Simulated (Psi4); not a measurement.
# UCCSD(T)/cc-pVTZ run of NS (Mononitrogen monosulfide)

Aim: the vertical doublet–quartet gap of NS (Mononitrogen monosulfide) at UCCSD(T)/cc-pVTZ, from 2 runs. 

The results are computed with Psi4 1.11.

4 further runs of the same task are left out: 4 that didn't finish.

### Step 1. Starting point

NS has 2 atoms, charge 0, and is taken as a doublet. SMILES: `[N]=S`. Geometry: relaxed at PBE0-D4/def2-TZVP.

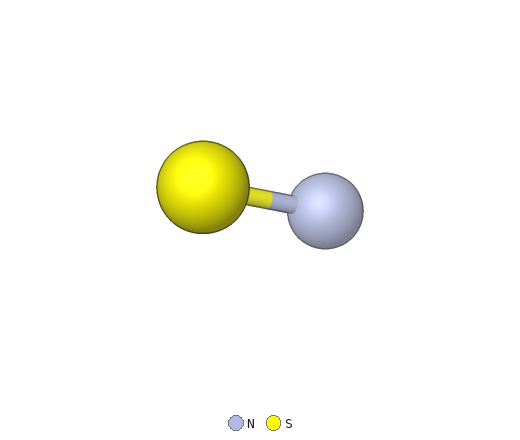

Viewed from a chosen angle; nitrogen light blue, sulfur yellow.

### Step 2. The energy at UCCSD(T)/cc-pVTZ

File job.json:

```json
{
  "schema_name": "qcschema_input",
  "schema_version": 1,
  "molecule": {
    "schema_name": "qcschema_molecule",
    "schema_version": 2,
    "symbols": ["N", "S"],
    "geometry": [0.0, 0.0, -0.02120273, 0.0, 0.0, 2.7862122],
    "molecular_charge": 0,
    "molecular_multiplicity": 2,
    "fix_symmetry": "c1",
    "fix_com": true,
    "fix_orientation": true
  },
  "driver": "energy",
  "model": {
    "method": "ccsd(t)",
    "basis": "cc-pVTZ"
  },
  "keywords": {
    "reference": "uhf",
    "puream": true,
    "e_convergence": 1e-09,
    "d_convergence": 1e-08,
    "scf_type": "pk",
    "num_frozen_docc": 6,
    "maxiter": 100
  }
}
```

The run is started by

```
psi4 --qcschema job.json -n 1 --memory 2200MB
```

stdout (excerpt; [...] marks lines left out):

```text
[...]
  Running in c1 symmetry.
[...]
  Nuclear repulsion =   39.894352203933032
[...]
  Multiplicity = 2
[...]
  Nalpha       = 12
  Nbeta        = 11
[...]
    Number of basis functions: 64
[...]
   @UHF iter   1:  -451.87678438015723   -5.53485e-01   5.04496e-03 ADIIS/DIIS
[...]
   @UHF iter  19:  -451.94512664503827   -2.55795e-12   6.99985e-09 DIIS
[...]
   @S^2 Observed:                8.197074956E-01
[...]
    Orbital Energies [Eh]
    ---------------------
    Alpha Occupied:
       1A    -92.029994     2A    -15.665086     3A     -9.032304
       4A     -6.715932     5A     -6.714737     6A     -6.710257
       7A     -1.254286     8A     -0.830549     9A     -0.616570
      10A     -0.564559    11A     -0.497116    12A     -0.367713
    Alpha Virtual:
      13A      0.033711    14A      0.177346    15A      0.395864
      16A      0.398651    17A      0.433712    18A      0.485739
      19A      0.486276    20A      0.492199    21A      0.575873
      22A      0.610582    23A      0.636350    24A      0.650755
      25A      0.706556    26A      1.017008    27A      1.099226
[...]
  @UHF Final Energy:  -451.94512664503827
   => Energetics <=
    Nuclear Repulsion Energy =             39.8943522039330318
    One-Electron Energy =                -702.4172418144829635
    Two-Electron Energy =                 210.5777629655116527
    Total Energy =                       -451.9451266450382718
  UHF NO Occupations:
  HONO-2 :   10  A 1.9913544
  HONO-1 :   11  A 1.9766192
[...]
 Multipole Moments:
 ------------------------------------------------------------------------------------
     Multipole            Electronic (a.u.)      Nuclear  (a.u.)        Total (a.u.)
 ------------------------------------------------------------------------------------
 L = 1.  Multiply by 2.5417464519 to convert [e a0] to [Debye]
 Dipole X            :         -0.0000000            0.0000000           -0.0000000
 Dipole Y            :          0.0000000            0.0000000            0.0000000
 Dipole Z            :        -43.7677274           44.4309761            0.6632487
 Magnitude           :                                                    0.6632487
[...]
      * MP2 total energy                      = -452.287971846205096
[...]
      * CCSD total energy                     = -452.306955859858192
[...]
      * CCSD(T) total energy                     = -452.328231145822883
[...]
```

The result, in JSON:

```text
{
 "driver": "energy",
 "model": {
  "method": "ccsd(t)",
  "basis": "cc-pVTZ"
 },
 "success": true,
 "return_result": -452.3282311458229,
 "properties": {
  "calcinfo_nbasis": 64,
  "calcinfo_nmo": 64,
  "calcinfo_nalpha": 12,
  "calcinfo_nbeta": 11,
  "calcinfo_natom": 2,
  "nuclear_repulsion_energy": 39.89435220393303,
  "return_energy": -452.3282311458229,
  "scf_one_electron_energy": -702.417241814483,
  "scf_two_electron_energy": 210.57776296551165,
  "scf_dipole_moment": [-2.9184519666739194e-15, 2.4658023140854924e-15, 0.6632486902806463],
  "scf_total_energy": -451.9451266450383,
  "scf_iterations": 19,
  "mp2_same_spin_correlation_energy": -0.0880618019115425,
  "mp2_opposite_spin_correlation_energy": -0.25478339925702814,
  "mp2_singles_energy": -3.5874864551960923e-28,
  "mp2_doubles_energy": -0.34284520116857065,
  "mp2_correlation_energy": -0.34284520116857065,
  "mp2_total_energy": -452.2879718462051,
  "ccsd_same_spin_correlation_energy": -0.07910075824535023,
  "ccsd_opposite_spin_correlation_energy": -0.2827284565763289,
  "ccsd_singles_energy": 2.2172478577503272e-16,
  "ccsd_doubles_energy": -0.3618292148216791,
  "ccsd_correlation_energy": -0.3618292148216789,
  "ccsd_total_energy": -452.3069558598582,
  "ccsd_iterations": 19,
  "ccsd_prt_pr_correlation_energy": -0.38310450078637903,
  "ccsd_prt_pr_total_energy": -452.3282311458229
 }
}
```

Wall time 48 s (1 thread of Intel Xeon at 2.50GHz (Skylake/Cascade Lake), shared host); peak memory 0.42 GiB.

### Step 3. The quartet at the same level

File ns.dat:

```
memory 2.2 GB

molecule geom {
  0 4
  N      0.000000     0.000000    -0.011220
  S      0.000000     0.000000     1.474400
  symmetry c1
  no_reorient
  no_com
}

set globals {
  reference uhf
  puream true
  e_convergence 1e-09
  d_convergence 1e-08
  scf_type pk
  num_frozen_docc 6
  maxiter 100
}

e_tot, wfn = energy('ccsd(t)/cc-pVTZ', return_wfn=True)
print_variables()
```

The run is started by

```
psi4 -n 1 ns.dat ns.out
```

ns.out (excerpt; [...] marks lines left out):

```text
[...]
  Running in c1 symmetry.
[...]
  Nuclear repulsion =   39.894352253631482
[...]
  Multiplicity = 4
[...]
  Nalpha       = 13
  Nbeta        = 10
[...]
    Number of basis functions: 64
[...]
   @UHF iter   1:  -451.77340901390460   -4.50110e-01   4.13081e-03 ADIIS/DIIS
[...]
   @UHF iter  15:  -451.85145677434269   -9.09495e-13   2.35571e-09 DIIS
[...]
   @S^2 Observed:                3.811628357E+00
[...]
    Orbital Energies [Eh]
    ---------------------
    Alpha Occupied:
       1A    -92.015487     2A    -15.700647     3A     -9.015075
       4A     -6.698969     5A     -6.698661     6A     -6.698661
       7A     -1.321501     8A     -0.921326     9A     -0.663229
      10A     -0.649694    11A     -0.649694    12A     -0.375226
      13A     -0.375226
    Alpha Virtual:
      14A      0.180761    15A      0.409056    16A      0.409056
      17A      0.444248    18A      0.452697    19A      0.501720
      20A      0.501720    21A      0.542978    22A      0.606210
      23A      0.606210    24A      0.623723    25A      0.623723
[...]
  @UHF Final Energy:  -451.85145677434269
   => Energetics <=
    Nuclear Repulsion Energy =             39.8943522536314816
    One-Electron Energy =                -702.3679930867006078
    Two-Electron Energy =                 210.6221840587264182
    Total Energy =                       -451.8514567743426937
  UHF NO Occupations:
  HONO-2 :   11  A 1.0000000
  HONO-1 :   12  A 1.0000000
[...]
 Multipole Moments:
 ------------------------------------------------------------------------------------
     Multipole            Electronic (a.u.)      Nuclear  (a.u.)        Total (a.u.)
 ------------------------------------------------------------------------------------
 L = 1.  Multiply by 2.5417464519 to convert [e a0] to [Debye]
 Dipole X            :         -0.0000000            0.0000000           -0.0000000
 Dipole Y            :         -0.0000000            0.0000000           -0.0000000
 Dipole Z            :        -44.6067723           44.4309761           -0.1757962
 Magnitude           :                                                    0.1757962
[...]
      * MP2 total energy                      = -452.144365786040225
[...]
      * CCSD total energy                     = -452.172573080543373
[...]
      * CCSD(T) total energy                     = -452.188371522977150
[...]
```

It took 46 s on 1 thread of Intel Xeon at 2.50GHz (Skylake/Cascade Lake), shared host; peak memory 0.42 GiB.

### Step 4. Outcome

Level: UCCSD(T)/cc-pVTZ, 6 core orbitals frozen.

```
                                                           quantity          value
                                              doublet: total energy  -452.32823 Eh
doublet: HOMO energy (Hartree–Fock orbitals) (highest over α and β)      -10.01 eV
 doublet: LUMO energy (Hartree–Fock orbitals) (lowest over α and β)        0.84 eV
               doublet: correlation energy (6 core orbitals frozen)     -383.1 mEh
                                            doublet: (T) correction     -21.28 mEh
                         doublet: ⟨S²⟩ of the reference determinant          0.820
                                             doublet: T1 diagnostic          0.054
                                              quartet: total energy  -452.18837 Eh
quartet: HOMO energy (Hartree–Fock orbitals) (highest over α and β)      -10.21 eV
 quartet: LUMO energy (Hartree–Fock orbitals) (lowest over α and β)       -1.15 eV
               quartet: correlation energy (6 core orbitals frozen)     -336.9 mEh
                                            quartet: (T) correction     -15.80 mEh
                         quartet: ⟨S²⟩ of the reference determinant          3.812
                                             quartet: T1 diagnostic          0.045
                   vertical energy of the quartet above the doublet       3.806 eV
```

In words: At this shape the quartet lies 3.81 eV (88 kcal/mol) above the doublet. The T1 diagnostic (doublet) of 0.054 is above the customary mark for such species, so a single reference may not serve. The triples (doublet) make up 5.6 % of the correlation energy. The T1 diagnostic (quartet) of 0.045 is above the customary mark for such species, so a single reference may not serve. The triples (quartet) make up 4.7 % of the correlation energy.
